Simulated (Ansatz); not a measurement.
**Nudged elastic band, with input and output: CH5Al2FOSi**

System: CH5Al2FOSi.
Method: RKS BHLYP-D4/def2-SVP (Ansatz 0.2.0).

It belongs to a series of runs on one base structure; here: band between the two ends. Figures and captions count atoms from 1; the log counts them from 0 in places.

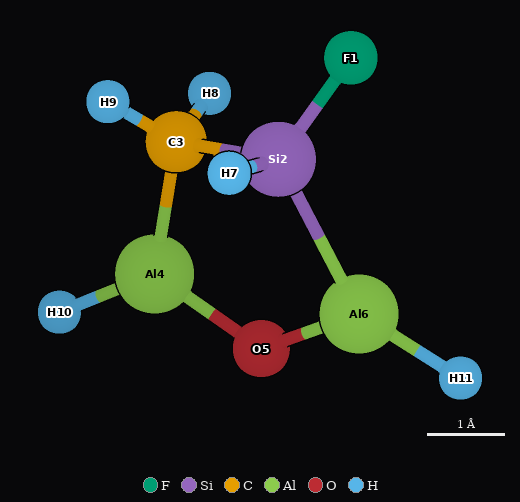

**Figure 1.** The starting structure (ball-and-stick view, seen at a tilt; atoms are numbered from 1 in the order of the input). Sticks mark near contacts.

**Input file**
```yaml
crystal:
  periodic: [false, false, false]
  atoms:
    - { symbol: F, position_ang: [-1.883219, -2.027743, -0.029949] }
    - { symbol: Si, position_ang: [-0.625221, -1.130644, 0.492397] }
    - { symbol: C, position_ang: [0.558182, -0.72446, -0.906077] }
    - { symbol: Al, position_ang: [1.259958, 1.082375, -0.601545] }
    - { symbol: O, position_ang: [0.184274, 1.940466, 0.413777] }
    - { symbol: Al, position_ang: [-1.131936, 1.172901, 1.195889] }
    - { symbol: H, position_ang: [0.083984, -1.956908, 1.504262] }
    - { symbol: H, position_ang: [-0.05324, -0.612148, -1.817036] }
    - { symbol: H, position_ang: [1.290029, -1.509878, -1.11716] }
    - { symbol: H, position_ang: [2.563837, 1.740767, -1.165457] }
    - { symbol: H, position_ang: [-2.181149, 1.968172, 2.051498] }
basis:
  gaussian: { orbitals: def2-SVP }
hamiltonian:
  xc: { name: BHLYP }
  dispersion: d4
neb:
  order_check: false
  images: 5
  f_tol: 0.05
  max_iterations: 27
  final_atoms:
    - { symbol: F, position_ang: [-1.98053466, -1.92569615, 0.1238643] }
    - { symbol: Si, position_ang: [-0.55982967, -1.18867908, 0.43949842] }
    - { symbol: C, position_ang: [0.58198145, -0.96333271, -0.97547856] }
    - { symbol: Al, position_ang: [1.95493717, 0.57951042, -0.90108217] }
    - { symbol: O, position_ang: [0.56601654, 1.77179149, 0.09716004] }
    - { symbol: Al, position_ang: [-0.84915532, 1.16366411, 0.97925866] }
    - { symbol: H, position_ang: [0.06075924, -1.95742497, 1.54634816] }
    - { symbol: H, position_ang: [-0.00150899, -0.61482278, -1.84602953] }
    - { symbol: H, position_ang: [1.091431, -1.88519221, -1.28048333] }
    - { symbol: H, position_ang: [0.85948464, 2.68282276, 0.10131552] }
    - { symbol: H, position_ang: [-1.6580824, 2.28025909, 1.73622749] }
  initial_path:
    images:
      - { positions_ang: [[-1.883219, -2.027743, -0.029949], [-0.625221, -1.130644, 0.492397], [0.558182, -0.72446, -0.906077], [1.259958, 1.082375, -0.601545], [0.184274, 1.940466, 0.413777], [-1.131936, 1.172901, 1.195889], [0.083984, -1.956908, 1.504262], [-0.05324, -0.612148, -1.817036], [1.290029, -1.509878, -1.11716], [2.563837, 1.740767, -1.165457], [-2.181149, 1.968172, 2.051498]] }
      - { positions_ang: [[-1.95226956, -1.92147262, -0.14912632], [-0.66667296, -1.10642117, 0.44369246], [0.58318721, -0.7857683, -0.89967415], [1.29293435, 1.04908039, -0.6390823], [0.11227409, 2.02627205, 0.15852125], [-1.07797467, 1.19249566, 1.09214188], [-0.0552412, -1.92646524, 1.50941135], [0.07952021, -0.77649398, -1.84570854], [1.35317995, -1.54103976, -0.92998796], [2.12185695, 1.8946657, -0.90451133], [-1.72529538, 1.83804728, 2.18492265]] }
      - { positions_ang: [[-2.02132011, -1.81520224, -0.26830364], [-0.70812491, -1.08219834, 0.39498791], [0.60819243, -0.8470766, -0.8932713], [1.32591069, 1.01578578, -0.67661959], [0.04027418, 2.11207811, -0.09673449], [-1.02401334, 1.21209031, 0.98839476], [-0.19446639, -1.89602248, 1.5145607], [0.21228042, -0.94083997, -1.87438107], [1.4163309, -1.57220153, -0.74281593], [1.6798769, 2.0485644, -0.64356566], [-1.26944176, 1.70792255, 2.31834731]] }
      - { positions_ang: [[-2.09037067, -1.70893187, -0.38748096], [-0.74957687, -1.05797551, 0.34628337], [0.63319764, -0.90838489, -0.88686845], [1.35888704, 0.98249117, -0.71415689], [-0.03172572, 2.19788416, -0.35199024], [-0.97005201, 1.23168497, 0.88464765], [-0.33369159, -1.86557972, 1.51971006], [0.34504064, -1.10518595, -1.90305361], [1.47948185, -1.60336329, -0.55564389], [1.23789685, 2.20246311, -0.38261999], [-0.81358815, 1.57779783, 2.45177196]] }
      - { positions_ang: [[-2.05375867, -1.78118663, -0.21703254], [-0.68632781, -1.10154337, 0.37735505], [0.61612558, -0.92670083, -0.91640515], [1.55757041, 0.84816425, -0.77646532], [0.1675217, 2.05585327, -0.20227348], [-0.92975312, 1.20901135, 0.91618465], [-0.20220798, -1.8961948, 1.52858942], [0.2295241, -0.94173156, -1.88404558], [1.35013157, -1.69730626, -0.79725704], [1.11175944, 2.36258299, -0.22130815], [-1.09508623, 1.81195158, 2.21325714]] }
      - { positions_ang: [[-2.01714666, -1.85344139, -0.04658412], [-0.62307874, -1.14511122, 0.40842673], [0.59905351, -0.94501677, -0.94594186], [1.75625379, 0.71383734, -0.83877374], [0.36676912, 1.91382238, -0.05255672], [-0.88945422, 1.18633773, 0.94772165], [-0.07072437, -1.92680988, 1.53746879], [0.11400755, -0.77827717, -1.86503755], [1.22078128, -1.79124923, -1.03887018], [0.98562204, 2.52270287, -0.05999632], [-1.37658431, 2.04610534, 1.97474231]] }
      - { positions_ang: [[-1.98053466, -1.92569615, 0.1238643], [-0.55982967, -1.18867908, 0.43949842], [0.58198145, -0.96333271, -0.97547856], [1.95493717, 0.57951042, -0.90108217], [0.56601654, 1.77179149, 0.09716004], [-0.84915532, 1.16366411, 0.97925866], [0.06075924, -1.95742497, 1.54634816], [-0.00150899, -0.61482278, -1.84602953], [1.091431, -1.88519221, -1.28048333], [0.85948464, 2.68282276, 0.10131552], [-1.6580824, 2.28025909, 1.73622749]] }
```

Machine: 2 threads of AMD EPYC (Zen 3), 24 GiB of memory available, shared host.

Run as:
```bash
ansatz run input.yaml --threads 2 --pin off --max-ram 3072MiB --backend cpu --events-out ev --progress --plain --runs-dir out
```

**Log**
```
Engine: ansatz 0.2.0, x86_64-unknown-linux-gnu
Functional definition: BHLYP
  parameter a = 0.5
  exchange = (1 - a)*b88_x + a*exact_x
  correlation = lyp_c
1215 factors; integrals over basis functions are off by at most 3.6e-4 eV
mean field evaluation 1: about -26935.1749 eV, gradient 6.8e1 eV
mean field evaluation 2: about -26926.8318 eV, gradient 9.3e1 eV
mean field evaluation 4: about -26944.2829 eV, gradient 4.0e0 eV
mean field evaluation 8: about -26944.3480 eV, gradient 9.9e-2 eV
mean field evaluation 16: about -26944.3480 eV, gradient 2.7e-5 eV
mean field -26944.34799308 eV, -990.1865252106 hartree, gradient 2.7e-5 eV, S^2 0.000000; 0 other end points of the search recorded, 0 dependent functions left out
the calculation of the forces begins
reference -26944.34819784 eV, -990.1865327353 hartree; 34, 34 occupied and 87, 87 virtual orbitals, 1215 factors
1217 factors; integrals over basis functions are off by at most 1.5e-3 eV
mean field evaluation 32: about -26942.5838 eV, gradient 2.3e-4 eV
mean field -26942.58379491 eV, -990.1216921236 hartree, gradient 1.6e-5 eV, S^2 0.000000; 0 other end points of the search recorded, 0 dependent functions left out
[... from here on the field's lines of each further geometry are left out, up to the last ...]
NEB iter   1: max|band force component| = 1.773e1 eV/Å  barrier→ = 5.9086 eV  barrier← = 4.1877 eV  Δτ_max = 0.1963 Å  (200 SCF iters)
NEB iter   2: max|band force component| = 6.417e0 eV/Å  barrier→ = 4.2945 eV  barrier← = 2.5736 eV  Δτ_max = 0.2000 Å  (160 SCF iters)
NEB iter   3: max|band force component| = 2.661e0 eV/Å  barrier→ = 3.5128 eV  barrier← = 1.7919 eV  Δτ_max = 0.1948 Å  (165 SCF iters)
NEB iter   4: max|band force component| = 1.127e0 eV/Å  barrier→ = 2.8187 eV  barrier← = 1.0977 eV  Δτ_max = 0.1769 Å  (156 SCF iters)
NEB iter   5: max|band force component| = 8.924e-1 eV/Å  barrier→ = 2.4024 eV  barrier← = 0.6814 eV  Δτ_max = 0.0702 Å  (160 SCF iters)
NEB iter   6: max|band force component| = 5.729e-1 eV/Å  barrier→ = 2.3097 eV  barrier← = 0.5887 eV  Δτ_max = 0.0580 Å  (165 SCF iters)
NEB iter   7: max|band force component| = 2.278e0 eV/Å  barrier→ = 2.2872 eV  barrier← = 0.5663 eV  CI = image 3  Δτ_max = 0.2000 Å  (165 SCF iters)
NEB iter   8: max|band force component| = 1.936e0 eV/Å  barrier→ = 3.1117 eV  barrier← = 1.3908 eV  CI = image 3  Δτ_max = 0.1991 Å  (157 SCF iters)
NEB iter   9: max|band force component| = 7.879e-1 eV/Å  barrier→ = 3.4383 eV  barrier← = 1.7174 eV  CI = image 3  Δτ_max = 0.2000 Å  (168 SCF iters)
NEB iter  10: max|band force component| = 7.031e-1 eV/Å  barrier→ = 3.4648 eV  barrier← = 1.7439 eV  CI = image 3  Δτ_max = 0.0741 Å  (160 SCF iters)
NEB iter  11: max|band force component| = 1.082e-1 eV/Å  barrier→ = 3.4212 eV  barrier← = 1.7002 eV  CI = image 3  Δτ_max = 0.0441 Å  (158 SCF iters)
NEB iter  12: max|band force component| = 6.107e-2 eV/Å  barrier→ = 3.4184 eV  barrier← = 1.6974 eV  CI = image 3  Δτ_max = 0.0998 Å  (160 SCF iters)
NEB iter  13: max|band force component| = 1.539e-1 eV/Å  barrier→ = 3.4135 eV  barrier← = 1.6926 eV  CI = image 3  Δτ_max = 0.0501 Å  (163 SCF iters)
NEB iter  14: max|band force component| = 6.722e-2 eV/Å  barrier→ = 3.4118 eV  barrier← = 1.6909 eV  CI = image 3  Δτ_max = 0.0350 Å  (162 SCF iters)
NEB iter  15: max|band force component| = 5.843e-2 eV/Å  barrier→ = 3.4100 eV  barrier← = 1.6891 eV  CI = image 3  Δτ_max = 0.0295 Å  (153 SCF iters)
the calculation of the forces begins
reference -26942.55979681 eV, -990.1208102098 hartree; 34, 34 occupied and 87, 87 virtual orbitals, 1217 factors
1217 factors; integrals over basis functions are off by at most 7.7e-4 eV
mean field evaluation 736: about -26940.9407 eV, gradient 5.1e-3 eV
mean field -26940.94066954 eV, -990.0613083801 hartree, gradient 1.0e-5 eV, S^2 0.000000; 1 other end points of the search recorded, 0 dependent functions left out
the calculation of the forces begins
reference -26940.94087117 eV, -990.0613157900 hartree; 34, 34 occupied and 87, 87 virtual orbitals, 1217 factors
NEB iter  16: max|band force component| = 3.824e-2 eV/Å  barrier→ = 3.4086 eV  barrier← = 1.6877 eV  CI = image 3  Δτ_max = 0.0000 Å  (308 SCF iters)
```

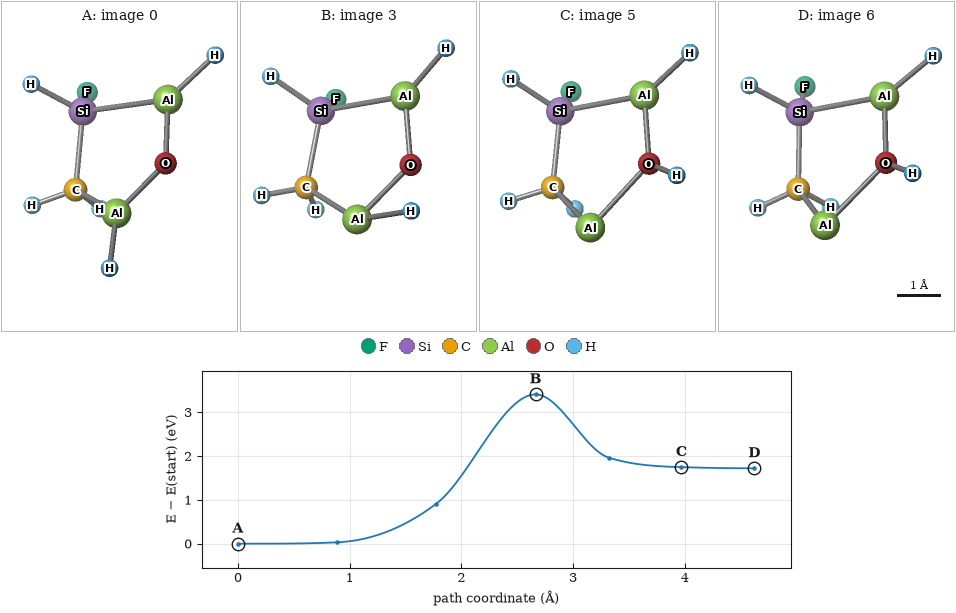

**Figure 2.** Images of the last band (counted from 0; ball-and-stick, seen at an oblique angle) above the energy along the path; the line is a cubic interpolation that uses the forces. The highest image is number 3, 3.409 eV above the start and 1.688 eV above the end (the climbing image); the end lies 1.721 eV above the start. The path is 4.62 Å long. The band converged in 16 iterations.

```
Total energy: -26941.37181340 eV, -990.0771526248 hartree
Atom 0 at    -2.037538    -1.627606    -0.214926 Å, force     0.025158     0.002445     0.017090 eV/Å
Atom 1 at    -0.622487    -1.108229     0.416554 Å, force    -0.029969     0.004046    -0.018994 eV/Å
Atom 2 at     0.659373    -0.952520    -0.942115 Å, force     0.024333    -0.022481     0.029362 eV/Å
Atom 3 at     1.395961     0.896511    -1.013308 Å, force    -0.003561     0.015761     0.010162 eV/Å
Atom 4 at     0.317032     1.905677     0.088605 Å, force     0.012322    -0.021692    -0.005379 eV/Å
Atom 5 at    -0.841570     1.220955     1.190428 Å, force    -0.005318    -0.000250    -0.007053 eV/Å
Atom 6 at    -0.203068    -2.113263     1.423516 Å, force     0.003465     0.000094     0.000934 eV/Å
Atom 7 at     0.150394    -1.127660    -1.901575 Å, force    -0.007796     0.019111    -0.012863 eV/Å
Atom 8 at     1.437117    -1.720015    -0.864517 Å, force    -0.012425    -0.007691    -0.010422 eV/Å
Atom 9 at     1.395271     2.490738    -0.438571 Å, force    -0.008195     0.007222    -0.002013 eV/Å
Atom 10 at    -1.584987     2.078312     2.276508 Å, force     0.001987     0.003436    -0.000824 eV/Å
Dipole moment:     0.120586    -0.014017     0.165682 e Å
this run last wrote the band of iteration 16 to [file]
```

**The last band as extended XYZ (Å, eV, eV/Å)**
```
11
Properties=species:S:1:pos:R:3:forces:R:3 image=0 energy=-26944.78024
F    -1.8832   -2.0277   -0.0299    0.0013  -0.0044   0.0011
Si   -0.6252   -1.1306    0.4924   -0.0134   0.0138  -0.0121
C     0.5582   -0.7245   -0.9061    0.0025  -0.0091   0.0005
Al    1.2600    1.0824   -0.6015    0.0018   0.0102   0.0060
O     0.1843    1.9405    0.4138   -0.0043   0.0016  -0.0055
Al   -1.1319    1.1729    1.1959    0.0136  -0.0131   0.0141
H     0.0840   -1.9569    1.5043    0.0021   0.0023   0.0046
H    -0.0532   -0.6121   -1.8170   -0.0009  -0.0018  -0.0018
H     1.2900   -1.5099   -1.1172   -0.0013  -0.0019  -0.0017
H     2.5638    1.7408   -1.1655    0.0015   0.0001  -0.0007
H    -2.1811    1.9682    2.0515   -0.0029   0.0024  -0.0047
11
Properties=species:S:1:pos:R:3:forces:R:3 image=1 energy=-26944.74922
F    -1.9795   -1.7769   -0.2534   -0.0102  -0.0305  -0.0124
Si   -0.6659   -1.1230    0.4629    0.0108   0.0012   0.0203
C     0.6482   -0.7657   -0.8429   -0.0157   0.0359   0.0014
Al    1.1666    1.1280   -0.7116    0.0035   0.0192   0.0232
O     0.0959    1.9638    0.3227    0.0053   0.0198   0.0442
Al   -1.0743    1.1667    1.2783   -0.0119  -0.0059   0.0026
H    -0.1683   -2.1332    1.4315    0.0083   0.0018  -0.0001
H     0.1664   -0.9047   -1.8237   -0.0045   0.0357   0.0090
H     1.4723   -1.4872   -0.8140    0.0053   0.0322   0.0009
H     2.3501    1.9253   -1.3507    0.0653  -0.0852  -0.0966
H    -1.9461    1.9498    2.3214   -0.0562  -0.0242   0.0074
11
Properties=species:S:1:pos:R:3:forces:R:3 image=2 energy=-26943.86522
F    -2.0214   -1.6556   -0.2498    0.0673  -0.0952  -0.0622
Si   -0.6448   -1.1155    0.4476   -0.0244  -0.0155   0.0485
C     0.6779   -0.8869   -0.9167    0.0266   0.1628   0.0777
Al    1.1983    1.0313   -0.8128   -0.5334   0.3528   0.4755
O     0.0704    1.8850    0.1406   -0.6290  -0.0306   0.1348
Al   -0.9675    1.1779    1.2525   -0.3256  -0.1536   0.1959
H    -0.2049   -2.1541    1.4089    0.0525  -0.1265  -0.0619
H     0.1669   -1.0866   -1.8729    0.0238   0.1407   0.0558
H     1.4522   -1.6603   -0.8382    0.0420   0.1726   0.0157
H     2.0100    2.3456   -0.8662    1.4950  -0.3243  -1.0653
H    -1.6716    2.0623    2.3274   -0.1950  -0.0831   0.1854
11
Properties=species:S:1:pos:R:3:forces:R:3 image=3 energy=-26941.37161
F    -2.0375   -1.6276   -0.2149    0.0252   0.0024   0.0171
Si   -0.6225   -1.1082    0.4166   -0.0300   0.0040  -0.0190
C     0.6594   -0.9525   -0.9421    0.0243  -0.0225   0.0294
Al    1.3960    0.8965   -1.0133   -0.0036   0.0158   0.0102
O     0.3170    1.9057    0.0886    0.0123  -0.0217  -0.0054
Al   -0.8416    1.2210    1.1904   -0.0053  -0.0003  -0.0071
H    -0.2031   -2.1133    1.4235    0.0035   0.0001   0.0009
H     0.1504   -1.1277   -1.9016   -0.0078   0.0191  -0.0129
H     1.4371   -1.7200   -0.8645   -0.0124  -0.0077  -0.0104
H     1.3953    2.4907   -0.4386   -0.0082   0.0072  -0.0020
H    -1.5850    2.0783    2.2765    0.0020   0.0034  -0.0008
11
Properties=species:S:1:pos:R:3:forces:R:3 image=4 energy=-26942.81390
F    -2.0542   -1.6290   -0.1799   -0.0135   0.0243   0.0719
Si   -0.6084   -1.1285    0.3915   -0.0146  -0.0200  -0.0537
C     0.6514   -0.9785   -0.9398   -0.0234  -0.0422   0.0323
Al    1.6014    0.7941   -1.2047    0.3407  -0.1881  -0.3113
O     0.4495    1.8709    0.0568    0.2190  -0.0611  -0.0428
Al   -0.7959    1.2030    1.1423    0.0971  -0.0212  -0.0855
H    -0.2114   -2.0794    1.4599   -0.0329   0.0525   0.0513
H     0.1535   -1.1304   -1.9095   -0.0207  -0.0027  -0.0300
H     1.4237   -1.7536   -0.8684   -0.0426  -0.0771  -0.0203
H     0.9850    2.6522   -0.1212   -0.6309   0.2473   0.5111
H    -1.5291    2.1222    2.1938    0.1217   0.0883  -0.1230
11
Properties=species:S:1:pos:R:3:forces:R:3 image=5 energy=-26943.03285
F    -2.0373   -1.7647   -0.0607    0.0056  -0.0149   0.0183
Si   -0.5921   -1.1660    0.4063    0.0013  -0.0073  -0.0026
C     0.6425   -0.9873   -0.9410   -0.0046  -0.0004  -0.0006
Al    1.8414    0.6889   -1.0657    0.0345  -0.0160   0.0158
O     0.5056    1.8158    0.0542   -0.0044  -0.0056   0.0089
Al   -0.8125    1.1702    1.0543    0.0007  -0.0063  -0.0139
H    -0.1165   -2.0284    1.5155    0.0138   0.0057   0.0078
H     0.0962   -0.8761   -1.8935   -0.0073   0.0351   0.0032
H     1.2721   -1.8782   -1.0519   -0.0215  -0.0150  -0.0255
H     0.7861    2.7307    0.0339   -0.0209   0.0107   0.0164
H    -1.5201    2.2379    1.9692    0.0029   0.0140  -0.0277
11
Properties=species:S:1:pos:R:3:forces:R:3 image=6 energy=-26943.05931
F    -1.9805   -1.9257    0.1239    0.0001  -0.0032   0.0002
Si   -0.5598   -1.1887    0.4395    0.0019  -0.0042  -0.0088
C     0.5820   -0.9633   -0.9755   -0.0186  -0.0121  -0.0044
Al    1.9549    0.5795   -0.9011    0.0097   0.0076  -0.0036
O     0.5660    1.7718    0.0972    0.0075   0.0050  -0.0077
Al   -0.8492    1.1637    0.9793    0.0007  -0.0048   0.0093
H     0.0608   -1.9574    1.5463   -0.0015   0.0047  -0.0033
H    -0.0015   -0.6148   -1.8460    0.0090  -0.0055   0.0113
H     1.0914   -1.8852   -1.2805   -0.0040   0.0119   0.0047
H     0.8595    2.6828    0.1013   -0.0014  -0.0029   0.0031
H    -1.6581    2.2803    1.7362   -0.0034   0.0036  -0.0009
```

**Summary**

- outcome: converged
- barrier, forward: 3.409 eV
- barrier, backward: 1.688 eV
- wall time: 10 min (CPU time 19 min)
- peak memory: 0.33 GiB

**Remarks**

The order of the saddle point was not checked.
